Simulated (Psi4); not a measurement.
# C3H2O2 (propiolic acid) at MP2/aug-cc-pVDZ (density fitting, density fitting for correlation, sweep point 6)

Aim: the energy of C3H2O2 (propiolic acid). 

The calculation is run with Psi4 1.11.

3 further runs of the same task are left out: 3 set aside as unsound or not needed.

### Step 1. The structure to begin with

C3H2O2: 7 atoms, total charge 0, spin state singlet. SMILES: `C#CC(=O)O`. The shape is that of a PBE0-D4/def2-TZVP optimisation. This is one conformer, not always the lowest.

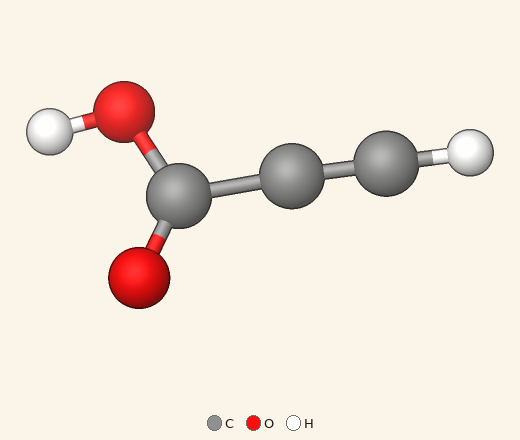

Viewed from a chosen angle; carbon grey, oxygen red, hydrogen white.

### Step 2. A single-point energy at MP2/aug-cc-pVDZ (density fitting, density fitting for correlation, sweep point 6)

Contents of job.py:

```python
import psi4

psi4.set_memory(1600000000)
psi4.set_num_threads(1)
psi4.set_output_file('psi4.out', False)

mol = psi4.geometry("""
0 1
C     -0.656500     0.288200     1.767700
C     -0.291900     0.027300     0.656000
C      0.108300    -0.341000    -0.681600
O     -0.291600    -1.313200    -1.259800
O      0.979600     0.534500    -1.197100
H     -0.981400     0.518800     2.755700
H      1.194800     0.217300    -2.086500
units angstrom
symmetry c1
""")

psi4.set_options({
    'basis': 'aug-cc-pVDZ',
    'scf_type': 'df',
    'num_frozen_docc': 5,
    'guess': 'sap',
})

result = psi4.energy('mp2')
print(f'mp2 energy: {result:.10f} Eh')
```

Run with:

```bash
$ python job.py
```

psi4.out:

```text
[...]
  Running in c1 symmetry.
[...]
  Nuclear repulsion =  145.215934409130853
[...]
  Multiplicity = 1
[...]
  Nalpha       = 18
  Nbeta        = 18
[...]
    Number of basis functions: 133
[...]
   @DF-RHF iter   1:  -263.37076659499030   -2.63371e+02   1.10944e-02 DIIS/ADIIS
[...]
   @DF-RHF iter  15:  -264.47163403970455   -7.21911e-12   4.36725e-09 DIIS
[...]
    Orbital Energies [Eh]
    ---------------------
    Doubly Occupied:
       1A    -20.642396     2A    -20.582123     3A    -11.433764
       4A    -11.283954     5A    -11.273584     6A     -1.496913
       7A     -1.392012     8A     -1.080175     9A     -0.935351
      10A     -0.780630    11A     -0.729910    12A     -0.725743
      13A     -0.658091    14A     -0.624456    15A     -0.508563
      16A     -0.495030    17A     -0.433515    18A     -0.432797
[...]
  @DF-RHF Final Energy:  -264.47163403970455
   => Energetics <=
    Nuclear Repulsion Energy =            145.2159344091308526
    One-Electron Energy =                -648.3571219764431817
    Two-Electron Energy =                 238.6695535276078033
    Total Energy =                       -264.4716340397045542
[...]
 Multipole Moments:
 ------------------------------------------------------------------------------------
     Multipole            Electronic (a.u.)      Nuclear  (a.u.)        Total (a.u.)
 ------------------------------------------------------------------------------------
 L = 1.  Multiply by 2.5417464519 to convert [e a0] to [Debye]
 Dipole X            :          0.0566138            0.1727168            0.2293306
 Dipole Y            :         -0.4008385            1.0098916            0.6090531
 Dipole Z            :         -0.6874083            1.0925254            0.4051171
 Magnitude           :                                                    0.7665886
[...]
```

The script printed:

```text
mp2 energy: -265.2448456364 Eh
```

Wall time 2.9 s (1 thread of Intel Xeon Platinum 8488C (Sapphire Rapids), shared host); peak memory 0.26 GiB.

### Step 3. Results

Level: MP2/aug-cc-pVDZ (density fitting, density fitting for correlation, sweep point 6), 5 core orbitals frozen.

| quantity | value |
| --- | --- |
| total energy | -265.24485 Eh |
| HOMO energy (Hartree–Fock orbitals) | -11.78 eV |
| LUMO energy (Hartree–Fock orbitals) | 0.88 eV |
| HOMO–LUMO gap (Hartree–Fock orbitals) | 12.65 eV |
| correlation energy (5 core orbitals frozen) | -773.2 mEh |
